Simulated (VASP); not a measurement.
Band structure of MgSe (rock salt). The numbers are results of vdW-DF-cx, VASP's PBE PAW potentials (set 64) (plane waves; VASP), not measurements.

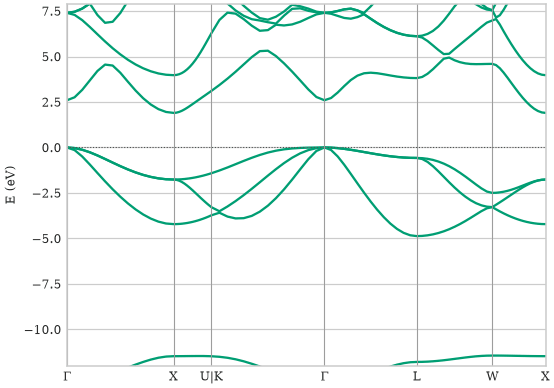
Fig. 1. Bands along high-symmetry lines, zero at the valence-band maximum or, without a gap, the Fermi level

Task: Read the plot: is there a gap, and where are the band edges?

Result: The gap is indirect, 1.90 eV, from the valence maximum at Γ to the conduction minimum at X. (Edges off the drawn lines would not show.)

The compound is MgSe in the rock salt structure. It was relaxed first.
